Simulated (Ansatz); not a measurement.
## Electronic structure of C₅H₁₁F (SMILES CCC(C)(C)F) in real space

The calculation's input:

```
crystal:
  periodic: [false, false, false]
  atoms:
    - {symbol: C, position_ang: [-2.137251, 1.641548, 0.658923]}
    - {symbol: C, position_ang: [-1.284647, 0.894409, -0.352988]}
    - {symbol: C, position_ang: [-0.584535, -0.348434, 0.195210]}
    - {symbol: C, position_ang: [0.362960, -0.046092, 1.342593]}
    - {symbol: C, position_ang: [0.108789, -1.120140, -0.912759]}
    - {symbol: F, position_ang: [-1.582010, -1.185874, 0.705754]}
    - {symbol: H, position_ang: [-1.532414, 2.100951, 1.455340]}
    - {symbol: H, position_ang: [-2.705377, 2.448168, 0.172627]}
    - {symbol: H, position_ang: [-2.855924, 0.956828, 1.132264]}
    - {symbol: H, position_ang: [-0.518902, 1.560542, -0.785015]}
    - {symbol: H, position_ang: [-1.917998, 0.565359, -1.193634]}
    - {symbol: H, position_ang: [-0.172784, 0.421843, 2.179887]}
    - {symbol: H, position_ang: [0.818624, -0.977378, 1.709053]}
    - {symbol: H, position_ang: [1.166658, 0.631706, 1.018864]}
    - {symbol: H, position_ang: [0.545391, -2.047827, -0.514967]}
    - {symbol: H, position_ang: [0.913450, -0.521369, -1.364239]}
    - {symbol: H, position_ang: [-0.611594, -1.386381, -1.699977]}
basis:
  gaussian:
    orbitals: def2-SVPD
hamiltonian:
  xc: pbe0
output: {forces: true, orbitals: {seedname: orbitals}}
```

Launched as:

```sh
ansatz run input.yaml --threads 2 --pin off --max-ram 4350MiB --events-out events.jsonl --progress --plain --runs-dir runs
```

Geometry: PBE0-D3(BJ)/def2-SVP.

Computed with isolated molecule in a Gaussian basis; Kohn-Sham density functional theory, functional PBE0 (Ansatz).

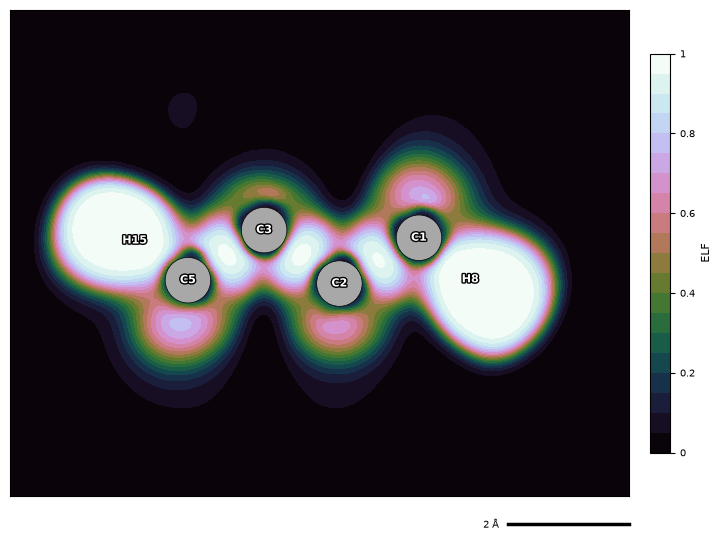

Figure 1. ELF on the plane of atoms C1, C2 and C3. Grey discs cover the atomic cores.

What does the map show?

- Atoms in the plane: C and H.
- C–C (1.52 Å): the ELF peaks at about 0.95 between the atoms (a covalent bond).
- C–H (1.10 Å): the ELF climbs to about 1 towards the hydrogen, as it does in any bond to H: an ordinary covalent bond to hydrogen.

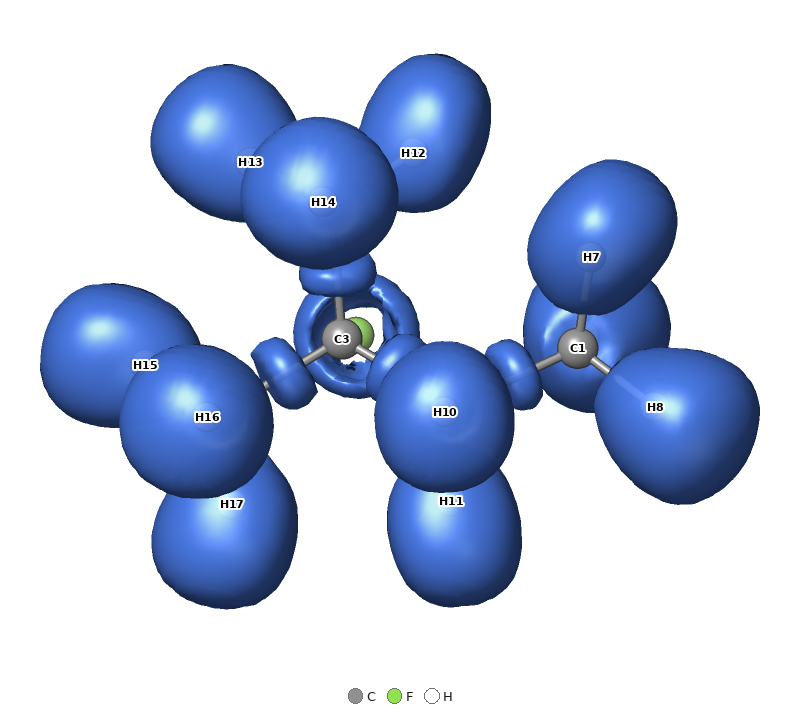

Figure 2. Isosurface of the electron localisation function at 0.85 (blue), seen across its widest extent. Only the valence region is drawn (cores and ρ < 0.01 e/Å³ removed).

Identify the bonds, lone pairs and shells in this picture.

At this value the surface marks out four regions between bonded C–C atoms (shared pairs), eleven regions around hydrogen nuclei and one region wrapped around F (its lone pairs, merged into a ring or cap). Profiles from the grid: C–F (1.40 Å): the ELF peaks at about 0.85 between the atoms, as expected for a shared but strongly polarised pair.

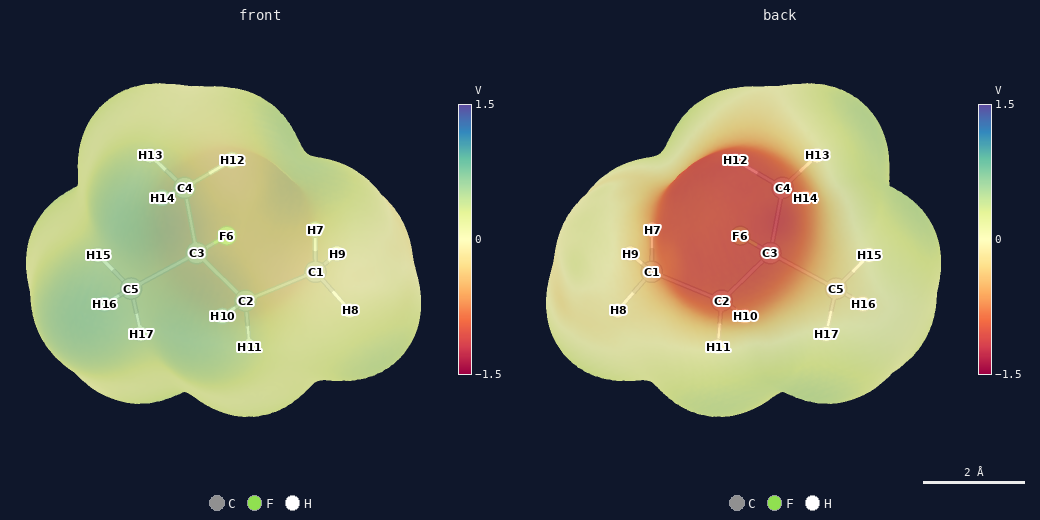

Figure 3. The molecular electrostatic potential painted on the density surface at 0.001 e/bohr³, seen from the front and from behind; red is negative and blue positive.

Describe the electrostatic potential map.

The most negative region (about −1.1 V, or −25 kcal/mol for a unit charge) lies over F6, the most positive (about +0.7 V, or +16 kcal/mol for a unit charge) over H14 and H16.

How polar is the molecule by this calculation?

Its dipole moment is 1.86 D.

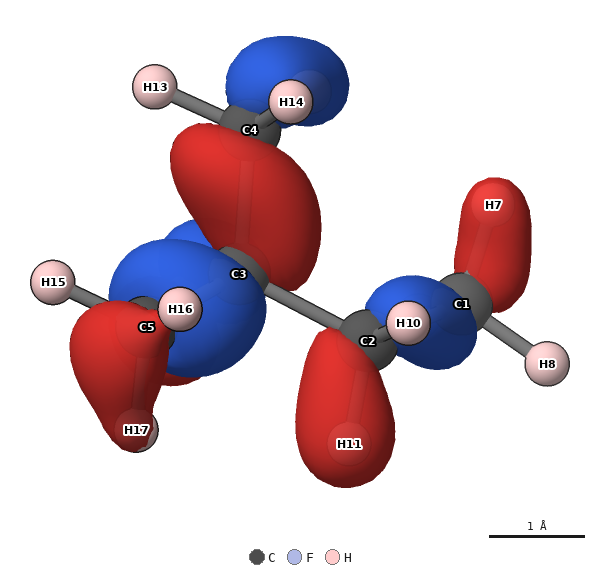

Figure 4. The HOMO−1 at ±0.15 Å⁻³ᐟ² (blue and red are the two phases), seen at a tilt.

Where does this orbital lie, and at what energy?

It lies mainly on F6 (about 20 %), C3 (about 20 %), C5 (about 15 %), C4 (about 15 %), C2 (about 10 %) and C1 (about 5 %). Its energy is −9.09 eV.
